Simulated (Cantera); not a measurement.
Charge: 1 mol Si, 0.35 mol H₂, 2.5 mol Cl₂, at 1 atm.

These are equilibrium values from Cantera (NASA tables, ideal gas, pure condensed phases), not measurements of a reactor. Candidate condensed phases: Si; 19 gas species. The tables' values for SiCl₃ are old estimates; treat these amounts as uncertain. The numbers say what is thermodynamically allowed, not how fast it happens.

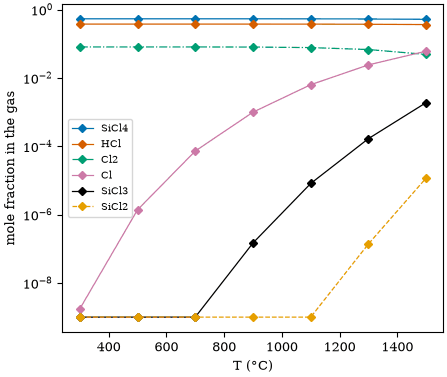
Equilibrium gas composition (values under 1e-9 drawn at 1e-9)

Read off the mole fractions at 300 °C.

SiCl₄ about 0.54, HCl about 0.38, Cl₂ about 0.081.
